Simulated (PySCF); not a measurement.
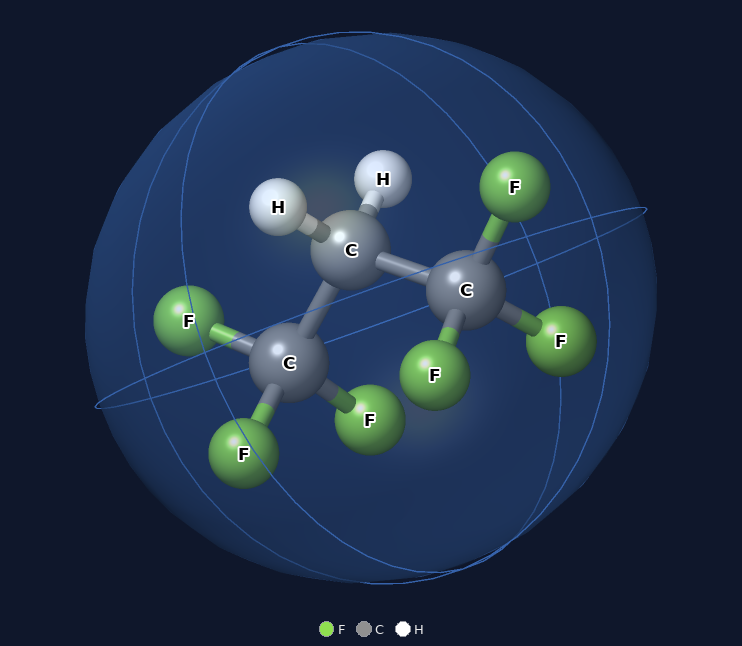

The ellipsoid shows the static dipole polarisability: its half-axes are proportional to the principal values. Computed geometry: GFN2-xTB optimisation. No frequency run is at hand to confirm it as a minimum. Computed with ωB97X-D/def2-SVPD (PySCF 2.14.0).

Give the principal values, the mean and the anisotropy.

Answer. Principal values 40.6, 41.2, 45.5 bohr³; mean 42.4 bohr³ (6.29 Å³); anisotropy 4.6 bohr³, so the longest axis is 1.12 times the shortest.
